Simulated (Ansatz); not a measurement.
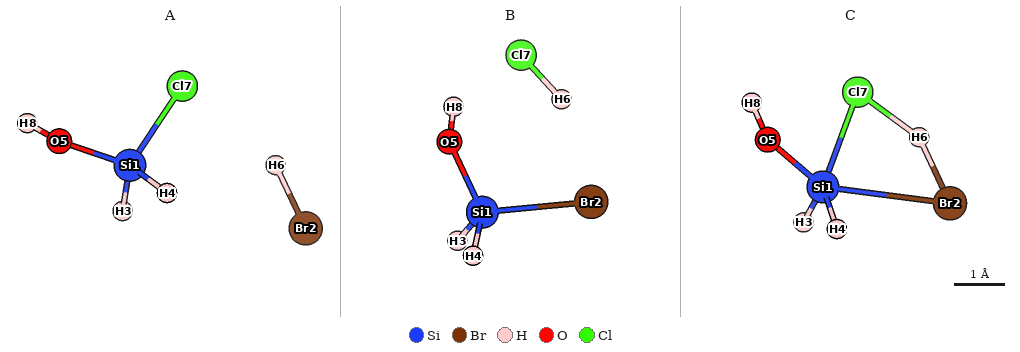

Three geometries of SiH4OBrCl: a saddle point and the two minima that it joins, in shuffled order. The picture is a ball-and-stick view, seen at a tilt. Sticks join atoms that are closer than about 1.2 times the sum of their covalent radii (a little more with hydrogen).

Stationary points at PBE0-D4/def2-TZVP, single-point energies with CCSD(T)/CBS, RPA@PBE, CCSD(T), PBE-D4 (def2-TZVPP where no basis is named; Ansatz 0.2.0). The energies are electronic, without zero-point or thermal terms, and both ends are the minima reached downhill from the saddle, with any fragments still in contact. CCSD(T)/CBS stands for a frozen-core estimate: MP2 correlation extrapolated from def2-TZVPP and def2-QZVPP, CCSD(T) minus MP2 from the smaller set.

### Which frame is the transition state, what reaction does it lead through, and what barrier is to be expected?

Frame C is the saddle point. Counted by bonded pieces, B holds HCl + SiH₃BrO and A holds HBr + SiH₃ClO. From B over the saddle to A, bonds form: Si1–Cl7 (3.89 → 2.45 → 2.07 Å), Br2–H6 (2.55 → 1.66 → 1.43 Å). Bonds break: Si1–Br2 (2.25 → 2.64 → 4.03 Å), H6–Cl7 (1.29 → 1.56 → 2.55 Å). The saddle has one imaginary mode, 416i cm⁻¹. With CCSD(T)/CBS the barrier is 156.0 kJ/mol from B and 150.2 kJ/mol from A, and A lies 5.8 kJ/mol above B.

```tsv
level	barrier from B (kJ/mol)	barrier from A (kJ/mol)	A less B (kJ/mol)
CCSD(T)/CBS	156.0	150.2	5.8
RPA@PBE	156.9	155.2	1.7
CCSD(T)	161.3	157.4	3.9
PBE-D4	115.1	105.7	9.4
```

Against CCSD(T)/CBS, RPA@PBE comes closest on the barrier from B (+0.9 kJ/mol) and PBE-D4 misses most (−40.9 kJ/mol).

Limits of the set-up: the start holds two separate molecules, 2.5 Å apart at their closest, whose relative position is a soft coordinate.
